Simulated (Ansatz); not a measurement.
**From PBE to G0W0: AlN (P6_3mc)**

Wanted: the gap of AlN (P6_3mc) with a many-body correction, and the time that it takes.

Main program and level: Ansatz 0.2.0; PBE, then G0W0 on it, plane waves, PAW.

The database entry behind the starting cell differs from later determinations by our own check (inner coordinate u about 0.002 short), so it need not match the best structure at ambient conditions.

### Step 1. The starting structure

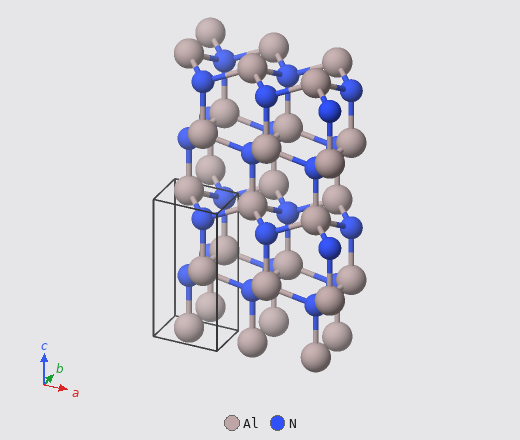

Start, viewed slightly off an axis; aluminium light grey, nitrogen blue. 3×2×2 cells are drawn. Some periodic images of atoms are drawn too.

The cell and positions come from the Crystallography Open Database and are kept as given unless a step says otherwise. The default PAW set here is soft_1. Its files were made with PBE.

### Step 2. The PBE band structure

Levels along a band path and on the mesh show where this functional puts the band edges.

This step: DFT, PBE, plane waves, PAW.

input.yaml reads:

```yaml
crystal:
  lattice:
    - [3.113, 0.0, 0.0]
    - [-1.5565, 2.695937082, 0.0]
    - [0.0, 0.0, 4.981]
  atoms:
    - { symbol: Al, position: [0.3333333333, 0.6666666667, 0.0] }
    - { symbol: Al, position: [0.6666666667, 0.3333333333, 0.5] }
    - { symbol: "N", position: [0.3333333333, 0.6666666667, 0.38] }
    - { symbol: "N", position: [0.6666666667, 0.3333333333, 0.88] }
kpoints:
  mp_grid: { grid: [12, 12, 6] }
  band_path:
    path:
      - [[0.0, 0.0, 0.0], [0.5, 0.0, 0.0], [0.33333333, 0.33333333, 0.0], [0.0, 0.0, 0.0], [0.0, 0.0, 0.5], [0.5, 0.0, 0.5], [0.33333333, 0.33333333, 0.5], [0.0, 0.0, 0.5]]
      - [[0.5, 0.0, 0.5], [0.5, 0.0, 0.0]]
      - [[0.33333333, 0.33333333, 0.5], [0.33333333, 0.33333333, 0.0]]
    npoints: 10
hamiltonian:
  xc: pbe
  pseudopotentials: { kind: paw, azcp: { folder: "./paw" } }
scf:
  occupations: { method: fermi_dirac, width: 0.02 }
  n_extra_bands: 5
output:
  eigenvalues: true
  write_density: true
  write_potential: true
  elf: true
  volumetric_format: npy
```

Command:

```sh
> ansatz run input.yaml --threads 3 --pin off --max-ram 92160MiB --backend cuda --events-out ev --progress --plain --runs-dir out --devices 1 --max-vram 13GiB
```

Numbers of over 12 decimals in the logs are rounded to 6 here.

Output:

```text
scf.n_extra_bands = 5 over 8 filled bands (N_el = 16.0): the run solves 13 bands
GPUs: using 1 of 1 available (devices: 1).
Engine: ansatz 0.2.0, x86_64-unknown-linux-gnu
Pseudopotentials: kind: paw
Pseudopotential: Al, paw, valence charge 3, recommended cutoff 420 eV (normal), <dir>
Pseudopotential: N, paw, valence charge 5, recommended cutoff 420 eV (normal), <dir>
Functional definition: PBE
  parameter kappa = 0.804
  parameter beta = 0.066725
  exchange = pbe_x(kappa = kappa, mu = beta*pi^2/3)
  correlation = pbe_c(beta = beta)
device memory: the entry about to start is reckoned to put 1.8 GiB on a device that reports 75.5 GiB free (of which the cap on the GPU budget leaves the run 13.0 GiB)
GPU FFT provider: cuFFT
GPU libraries: cuBLAS 13.8.2, cuFFT 12.4.0, cuSOLVER 12.3.4
Crystal: 4 atoms, lattice volume = 41.803 Å³
Basis set: ecut = 420 eV, 809 PW (Γ)
Bands: 13, of which v1, the nominal top of the filled ones, is band 8 counted from 1 (7 counted from 0)
Symmetry: 12 space group operations
Space group: P63mc (ITA 186), of the structure as read, at distance tolerance 3.5e-5 Å
k-points: 76 of 864 (time reversal used)
Non-local potential: Al, projectors of the file, l = 0: 2, l = 1: 2, l = 2: 1
Non-local potential: N, projectors of the file, l = 0: 2, l = 1: 2, l = 2: 1
PAW form: soft (Blöchl's): semilocal exchange-correlation on the pseudo side does not see the compensation charge
PAW one-centre angular grid: Al, 110 points (default); XC on 64 Gauss nodes
PAW one-centre angular grid: N, 110 points (default); XC on 64 Gauss nodes
Initial density: superposition of atomic densities (chi_scale 0.1, normalization cell, long waves kept (reshape's long-wave potential 0.00 eV rms))
Initial wavefunctions: pseudopotential atomic-orbital guess
GPU buffer pool allocated for 20736 grid points (all kernels)
GPU transforms: local potential and band sums: pruned to the plane-wave sphere, on 24×24×36
Functional: x = pbe(κ = 0.804, μ = 0.219515), c = pbe(β = 0.066725)
SCF iter   1: F=—  HF=-1851.407465 eV  |F-HF|=—  |Δ(HF+E_count)|=         —  Δρ=1.39e-1  dr2=9.84e0  ethr=3.10e-3  ⟨swp⟩=5.4  Hψ=6031  notcnv=0
preconditioner: auto → none  [insulator: Δε(μ)=5.473 eV  Ē_g=14.938 eV  σ=0.020 eV  W_gap=1.00  n_scr=2 (ndim 8)  ℏωp=23.0 eV  f_vac=0.000  D(μ)=0.00/eV (n_scr^D=0)  ε∞_Penn≈3.4]
SCF iter   2: F=—  HF=-1848.635970 eV  |F-HF|=—  |Δ(HF+E_count)|=    2.77e0  Δρ=3.71e-2  dr2=5.29e-1  ethr=3.10e-3  ⟨swp⟩=2.9  Hψ=2684  notcnv=0  defer=76
SCF iter   3: F=—  HF=-1848.513807 eV  |F-HF|=—  |Δ(HF+E_count)|=   1.22e-1  Δρ=1.25e-2  dr2=3.90e-2  ethr=3.10e-3  ⟨swp⟩=1.7  Hψ=1619  notcnv=0  defer=76
SCF iter   4: F=—  HF=-1848.509472 eV  |F-HF|=—  |Δ(HF+E_count)|=   4.34e-3  Δρ=4.77e-4  dr2=3.95e-5  ethr=2.44e-4  ⟨swp⟩=2.2  Hψ=1301  notcnv=0  defer=76
SCF iter   5: F=—  HF=-1848.509524 eV  |F-HF|=—  |Δ(HF+E_count)|=   5.21e-5  Δρ=6.59e-5  dr2=5.04e-7  ethr=2.47e-7  ⟨swp⟩=2.2  Hψ=1555  notcnv=0  defer=76
SCF iter   6: F=-1848.509524 eV  HF=-1848.509524 eV  |F-HF|=5.26e-9  |Δ(HF+E_count)|=   5.05e-7  Δρ=5.25e-6  dr2=7.48e-9  ethr=6.25e-10  ⟨swp⟩=7.0  Hψ=4945  notcnv=0
SCF 1 converged in 6 iterations: F = -1848.509524 eV  dr2 = 7.48e-9
  greatest PAW one-centre occupation: 0.789 electrons in one spin orbital (limit 2), on the N atom at site 3 (counted from 0), in its partial waves of l = 0
device memory: the entry about to start is reckoned to put 1.2 GiB on a device that reports 75.1 GiB free (of which the cap on the GPU budget leaves the run 13.0 GiB)
NSCF: frozen V_eff on 93 k-points, pencils in batches of 32, up to order 60
SCF converged after 6 iterations
Free energy (F): -1848.509524 eV
Harris-Foulkes:  -1848.509524 eV  (|F-HF|=5.26e-9)
Internal energy: -1848.509524 eV  (E = F + TS)
E sigma→0 (E₀):  -1848.509524 eV
Fermi energy:    9.225243 eV
--- Per-component energies (eV) ---
  E_band       = 30.277814
  E_kinetic    = 313.402400
  E_local      = -420.938915  (includes V_loc(G=0)·N_el)
  E_nonlocal   = 89.112797
  E_hartree    = 155.474996
  E_xc         = -198.150829
  E_vxc        = -214.039725  (∫ρ·V_xc dr)
  E_paw        = -1195.748484  (= ΣΔE_a)
  E_vpaw       = -48.208802  (= ΣTr[D̂ρ^β])
  E_aug_tail   = 0.001782  (compensation charges beyond the density's cutoff)
  E_ewald      = -591.663270
  E_smearing   = -0.000000  (= −TS)
  E_closure    = -0.000000  (closes the sum)
  Σ components = -1848.509524   (vs F -1848.509524, Δ=0.00e0)
--- Band table (eV; the first three rows and the last of 76) ---
  k-point 0: bands = [... 4 lower, 6.2838, 6.9322, 6.9322, 7.1117, 11.3254, 13.7809, 17.7266, 18.2820, ... 1 higher]
  k-point 1: bands = [... 4 lower, 6.3250, 6.5133, 6.8862, 6.8862, 11.8171, 13.8474, 17.5535, 18.2490, ... 1 higher]
  k-point 2: bands = [... 4 lower, 6.4388, 6.4388, 6.7628, 6.7628, 12.7683, 13.9055, 17.2818, 18.2961, ... 1 higher]
  k-point 75: bands = [... 4 lower, 3.2955, 3.2955, 6.3350, 6.3350, 14.5440, 14.5440, 14.9797, 14.9797, ... 1 higher]
```

The job ended after 5.8 s (1 × NVIDIA H100 80GB HBM3 (shared by 6 runs) with 3 threads of AMD EPYC 7R13 (Zen 3), shared host; peak memory 0.9 GiB).

In the SCF lines HF is the Harris–Foulkes energy and dr2 the Hartree energy of the density residual, in eV; the loop may stop once dr2 is under the threshold and the program's other checks hold. Hψ counts applications of the Hamiltonian.

This step gave:

- filled bands: 8
- gap: 4.214 eV
- valence top at: Γ
- conduction bottom at: Γ
- least direct gap: 4.214 eV

Over mesh and path the gap is 4.214 eV, direct, at k = Γ.

Electronic bands along the path, in eV, zero at the top of the highest nominally filled band; v1 is the highest filled band, c1 the lowest empty one:

```
    point     v4     v3     v2     v1    c1    c2     c3     c4
        Γ  -0.83  -0.18  -0.18   0.00  4.21  6.67  10.61  11.17
        M  -3.32  -2.05  -1.76  -0.65  5.82  5.83   8.21  10.30
        K  -3.75  -2.41  -2.36  -2.36  5.07  8.37   9.69   9.69
        Γ  -0.83  -0.18  -0.18   0.00  4.21  6.67  10.61  11.17
        A  -0.51  -0.51  -0.51  -0.51  6.47  6.47  10.35  10.35
        L  -1.43  -1.43  -1.35  -1.35  5.33  5.33   9.29   9.29
        H  -3.82  -3.82  -0.78  -0.78  7.43  7.43   7.87   7.87
        A  -0.51  -0.51  -0.51  -0.51  6.47  6.47  10.35  10.35
jump to L  -1.43  -1.43  -1.35  -1.35  5.33  5.33   9.29   9.29
        M  -3.32  -2.05  -1.76  -0.65  5.82  5.83   8.21  10.30
jump to H  -3.82  -3.82  -0.78  -0.78  7.43  7.43   7.87   7.87
        K  -3.75  -2.41  -2.36  -2.36  5.07  8.37   9.69   9.69
```

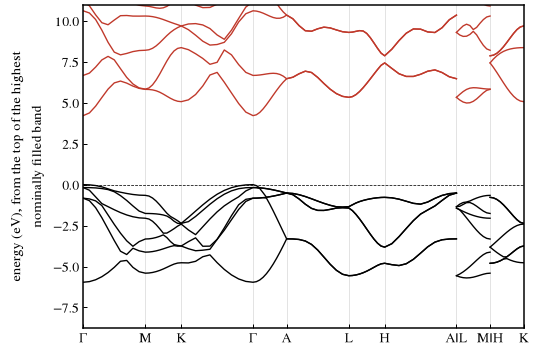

Electronic bands along the path; lines of filled and empty bands in two colours.

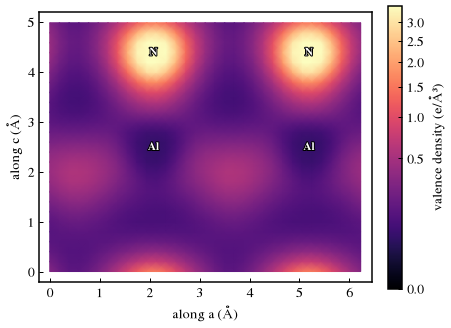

Valence density in the ac plane at fractional y = 0.333, with atoms of Al and N within 0.2 Å of it. It is the smooth field of the valence electrons, not physical close to the nuclei. The colour scale is stretched toward low values.

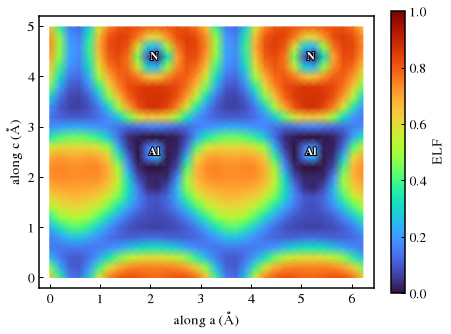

ELF in the ac plane at fractional y = 0.333, with atoms of Al and N within 0.2 Å of it. It is the smooth field of the valence electrons, not physical close to the nuclei.

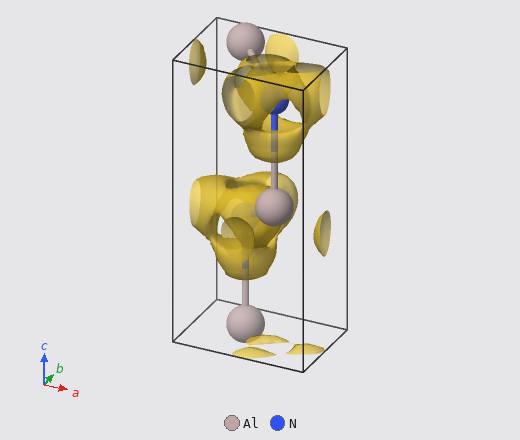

Surface of ELF = 0.81.

(Part 1 of 2 ends here.)

[Paths, hosts, dates, memory and timing lines, banners, echoed tables and standing remarks are left out of the program output.]

[Logs are printed without paths, hosts, clocks, repeated set-up lines and the standing remarks that a program may print on its own settings, such as how far it seeks lower states.]

[Runs of the session that timed out or met a known fault of the program may be left out.]

[Cells called generated may have been cut or substituted from an entry of the Crystallography Open Database or the Materials Project.]

[Hosts, paths, dates, database ids (printed as entryN), source tags and the programs' standing remarks are cut or masked in the printed files.]

[Where an RPA ε∞ is given, it is that of the G0W0 mesh and is not shown converged in it. Names of k-points follow the symmetry that the program found, which can be lower than the space group named. Band edges on a path are those of the sampled points; other points can move an edge, and change direct to indirect where valleys lie close.]

[Hybrid gaps are those of their k-mesh and are not shown converged in it.]
